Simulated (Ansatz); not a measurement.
**Ligand exchange: HOF + C2H7NZn → H3NO + C2H5FZn**

Species: HOF (hypofluorous acid) `OF`, singlet; C2H7NZn `C[CH2][Zn][NH2]`, singlet; H3NO (hydroxylamine) `NO`, singlet; C2H5FZn `C[CH2][Zn][F]`, singlet. The partners trade F for NH2: O–F and Zn–NH2 bonds give way to O–NH2 and Zn–F.

Shapes, held fixed at every level: PBE0-D4/def2-TZVP. Flexible molecules stand in one conformer, not always the lowest. Programs: Ansatz 0.2.0. The zero-point and thermal change to 298 K, harmonic and unscaled (PBE0-D4/def2-TZVP), is +8.5 kJ/mol.

| level | kind | ΔH(298 K) (kJ/mol) | CPU time (sum over the molecules) |
| --- | --- | --- | --- |
| HF/def2-SVP | Hartree–Fock | -290.4 | – |
| SPW92/def2-TZVPP | LDA | -238.8 | 12 s |
| PBE-D4/def2-TZVPP | GGA | -234.6 | 22 s |
| B3LYP-D4/def2-TZVPP | global hybrid | -246.6 | 43 s |
| BHLYP-D4/def2-TZVPP | global hybrid | -262.4 | 27 s |
| wB97X-V/def2-TZVPP | range-separated hybrid | -249.8 | 68 s |
| wB97M-V/def2-TZVPP | range-separated hybrid | -247.2 | 100 s |

wB97M-V/def2-TZVPP gives ΔH(298 K) = -247.2 kJ/mol; the levels span -290.4 to -234.6. The median of the levels is -247.2. No measured value is set beside it here. Relativity is left out for Zn unless named. Times are processor times on shared x86 and Arm servers, and rough.

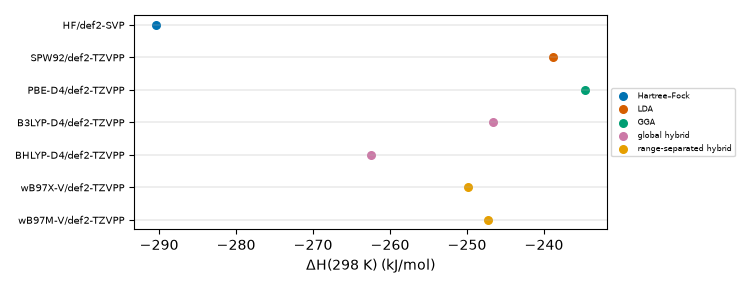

The values of the table, level by level.
